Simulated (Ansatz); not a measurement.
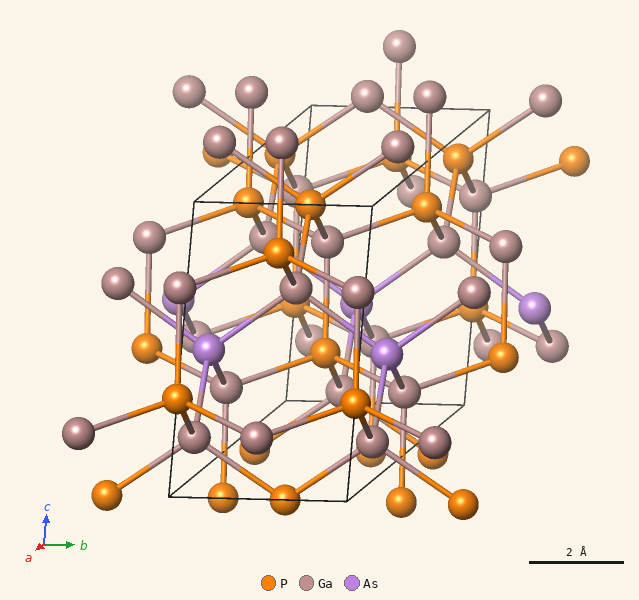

Shown here is a ball-and-stick view of the crystal, taken slightly off an axis. One conventional unit cell is framed, with atoms on its boundary repeated. Bonds that leave the box are completed with the atoms at their other ends.

Ga₄AsP₃, space group Cm (No. 8), a = 14.452 Å, b = 3.881 Å, c = 6.717 Å, α = 90.00°, β = 117.68°, γ = 90.00°. Origin of the cell: a structure type filled with these elements by a generator (whether the compound takes this form wasn't checked). Earlier steps of the study, as a rule a relaxation of our own, may have changed the cell and positions, so they can lie some per cent off the listed ones. Ansatz was used for an electronic-structure calculation on it.

This one geometry was computed with Ansatz (DFT, plane waves, PAW) at four levels of theory: HSE06, PBE0, PBE and r2SCAN. It was relaxed beforehand with r2SCAN.

Which level gives the highest pressure at this volume, and what does that say about its equilibrium volume?

Answer. Highest: PBE (2.5 GPa), which points to the largest equilibrium volume. Lowest, with the smallest volume: r2SCAN (0.0 GPa). Levels within 0.5 GPa of each other can't be told apart.

How does the band gap change with the level of theory?

Answer. PBE: a gap of 1.14 eV, direct; r2SCAN: a gap of 1.51 eV, direct; HSE06: a gap of 1.93 eV, direct; PBE0: a gap of 2.58 eV, direct.

Collect the results in a table.

Answer.
| level | cutoff (eV) | k-mesh of the run's cell | gap (eV) | pressure (GPa) |
| --- | --- | --- | --- | --- |
| HSE06 | 420 | 4×4×4 | 1.93 | 0.7 |
| PBE0 | 420 | 4×4×4 | 2.58 | 0.5 |
| PBE | 420 | 8×8×4 | 1.14 | 2.5 |
| r2SCAN | 500 | 8×8×4 | 1.51 | 0.0 |

Gaps are taken on the k-mesh or band path of each run.
